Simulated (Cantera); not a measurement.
A closed system holds: 1 mol AlN, 0.68 mol C, 2.6 mol N₂, at 0.00360 bar.

These are equilibrium values from Cantera (NASA tables, ideal gas, pure condensed phases), not measurements of a reactor. Candidate condensed phases: Al, AlN, C; 16 gas species. Rates play no part.

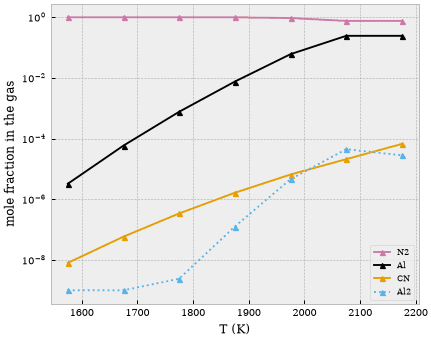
Fig. 1. Equilibrium gas composition (values under 1e-9 drawn at 1e-9)

### Question
Read off the mole fractions at 2075 K.

### Answer
N₂ about 0.76, Al about 0.24, Al₂ about 4.5e-5, CN about 2.1e-5.
